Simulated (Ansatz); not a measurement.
# CH6AlFSi: how energies converge with the basis set

Aim: see how fast density functionals converge with the basis set for CH6AlFSi.

The runs use Ansatz 0.2.0, Gaussian basis; one geometry, several basis sets.

Levels to be run: PBE0-D4/def2-SVP; ωB97M-V/def2-SVP; PBE0-D4/def2-QZVPP; ωB97M-V/def2-QZVPP; the functionals' def2-TZVPP values are taken from earlier runs.

## Step 1: The relaxed structure

All runs share one geometry, relaxed beforehand with PBE0-D4 in a triple-zeta def2 set.

SMILES `[F][AlH][CH2][SiH3]`, 10 atoms, charge 0, spin multiplicity 1.

Atoms are counted from 1 here; the program's logs count them from 0.

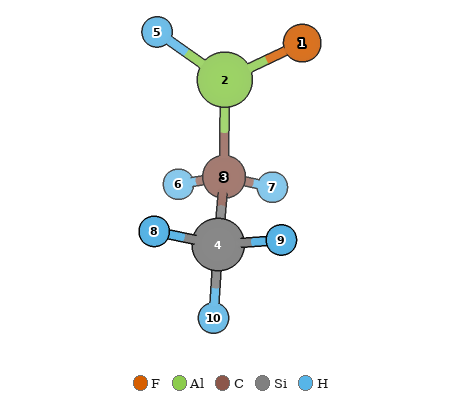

The geometry (fluorine orange, aluminium green, carbon brown, silicon grey, hydrogen blue); atoms are numbered from 1 in the order of the file.

## Step 2: PBE0-D4 in def2-SVP

Contents of in.yaml:

```yaml
crystal:
  periodic: [false, false, false]
  atoms:
    - {symbol: F, position_ang: [-1.134892, 0.207037, 2.647800]}
    - {symbol: Al, position_ang: [-1.417368, 0.304912, 1.023056]}
    - {symbol: C, position_ang: [0.066272, 0.764015, -0.131133]}
    - {symbol: Si, position_ang: [1.056446, -0.697845, -0.742725]}
    - {symbol: H, position_ang: [-2.888539, 0.006441, 0.540259]}
    - {symbol: H, position_ang: [-0.322877, 1.297649, -1.006316]}
    - {symbol: H, position_ang: [0.746252, 1.437155, 0.402681]}
    - {symbol: H, position_ang: [0.163580, -1.662234, -1.445376]}
    - {symbol: H, position_ang: [1.681732, -1.412163, 0.403279]}
    - {symbol: H, position_ang: [2.132494, -0.296167, -1.688624]}
basis:
  gaussian: {orbitals: def2-SVP}
hamiltonian: {xc: pbe0, dispersion: d4}
output: {orbitals: {seedname: orbitals}}
```

Run with:

```console
$ ansatz run in.yaml --threads 2 --pin off --events-out ev --progress --plain --max-ram 4352MiB
```

Further steps of the session: ωB97M-V in def2-SVP; PBE0-D4 in def2-QZVPP; ωB97M-V in def2-QZVPP.

**Question.** What will the summary of the whole plan be? Wanted: PBE0-D4: double and triple zeta above quadruple; ωB97M-V: double and triple zeta above quadruple.

**Answer**, as computed:

| quantity | value |
| --- | --- |
| PBE0-D4: double and triple zeta above quadruple | 10.51, 0.71 eV |
| ωB97M-V: double and triple zeta above quadruple | 10.63, 0.67 eV |

What this shows: PBE0-D4 gains 9.80 eV from double to triple zeta, then 0.71 eV more. Total energies overstate the basis error of differences, where much of it tends to cancel.
